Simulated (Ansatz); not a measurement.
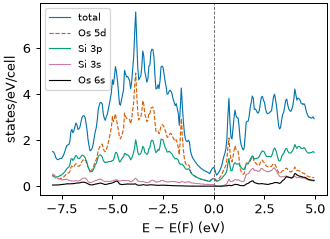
Figure. Total and projected density of states of Si2Os in space group C2/m (No. 12; Si on 4i, Si on 4i, Os on 4i), LDA in the plane-wave PAW code Ansatz

Question: Which orbitals carry the states next to the Fermi level?

Answer: Within 0.5 eV of the Fermi level: Os 5d 48 %, Si 3p 39 %, Si 3s 8 %. Projections are on Löwdin-orthogonalised atomic valence shells; empty p or d shells of many metals are not among them.

Question: Where is the tallest occupied peak in this window, and what makes it?

Answer: Near -3.8 eV, about 7.6 states/eV per cell; the largest projected share is Os 5d.

The first step of the workflow began from a Materials Project structure, measured or hypothetical; the Crystallography Open Database copy checked does not list it. Its standing as an ambient phase is unchecked. The LDA relaxation kept the symmetry of its start; whether a distortion lowers the energy is not shown. The run is not spin-polarised. Spin–orbit coupling is left out wherever it is not named.

Potentials: the later of the program's two PAW sets.
